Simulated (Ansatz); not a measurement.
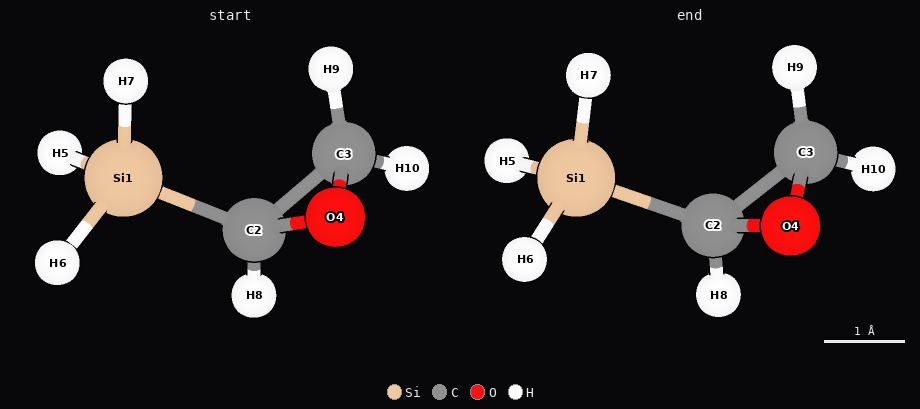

The structure of C2H6OSi (coarse preliminary run) before (left) and after (right) a relaxation, at one scale.

A ball-and-stick model, seen at a tilt.

The start comes from a force field.

All numbers below come from RKS PBE-D4/def2-SVP (Ansatz).

The input:
```yaml
crystal:
  periodic: [false, false, false]
  atoms:
    - {symbol: Si, position_ang: [-0.101500, 1.340800, 0.208300]}
    - {symbol: C, position_ang: [-0.554300, -0.437500, 0.099400]}
    - {symbol: C, position_ang: [0.478400, -1.400200, -0.362700]}
    - {symbol: O, position_ang: [0.191600, -1.290900, 1.024000]}
    - {symbol: H, position_ang: [-0.472200, 2.027800, -1.117100]}
    - {symbol: H, position_ang: [-0.950700, 2.066700, 1.254300]}
    - {symbol: H, position_ang: [1.322000, 1.608400, 0.466300]}
    - {symbol: H, position_ang: [-1.544100, -0.641800, -0.140500]}
    - {symbol: H, position_ang: [1.508800, -1.036300, -0.563300]}
    - {symbol: H, position_ang: [0.205100, -2.288100, -0.865700]}
basis:
  gaussian: {orbitals: def2-SVP}
hamiltonian: {xc: pbe, dispersion: d4}
relax: {f_tol: 0.03, max_steps: 200}
```

### Summarise the run.

After 5 geometry steps the energy has fallen by 0.312 eV. Largest force component: 3.2 eV/Å at the start, 0.028 eV/Å at the end. The atom that moves furthest after the best rigid fit is H5 (0.19 Å). Largest moves by element: H 0.19 Å, O 0.13 Å, Si 0.10 Å, C 0.09 Å. Some distances before and after: C2–H8 1.039 → 1.111 Å, Si1–C2 1.838 → 1.896 Å, C3–H10 1.056 → 1.107 Å, Si1–H7 1.471 → 1.504 Å. Among the angles between lasting bonds that change: O4–C2–H8 121.1° → 113.9°, C2–Si1–H7 115.1° → 108.3°, O4–C3–H9 109.8° → 116.2°.
